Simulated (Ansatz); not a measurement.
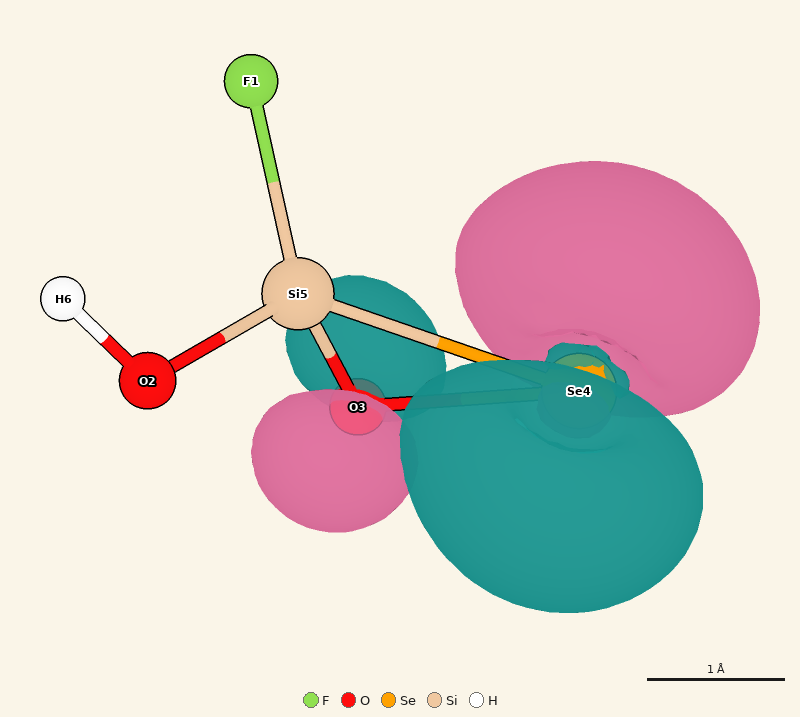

*FHO₂SeSi. One frontier orbital at ±0.15 Å⁻³ᐟ² (teal and pink are the two phases), seen at a tilt.*

Geometry: PBE0-D3(BJ)/def2-SVP.

The calculation used isolated molecule in a Gaussian basis; Kohn-Sham density functional theory, functional PBE0 in Ansatz 0.2.0.

```yaml
atoms:
  - { symbol: F, position_ang: [-1.4511, 0.6777, 0.4855] }
  - { symbol: O, position_ang: [-1.5390, 0.3513, 3.0683] }
  - { symbol: O, position_ang: [-1.4092, -1.9349, 1.4296] }
  - { symbol: Se, position_ang: [0.5781, -1.7524, 1.4659] }
  - { symbol: Si, position_ang: [-1.0942, -0.3488, 1.6693] }
  - { symbol: H, position_ang: [-1.8515, 1.2612, 3.0345] }
```

Which orbital is it: HOMO or LUMO?

The HOMO, at −6.99 eV. It lies mainly on Se4 (about 75 %) and O3 (about 15 %); largely a lone pair of Se4.
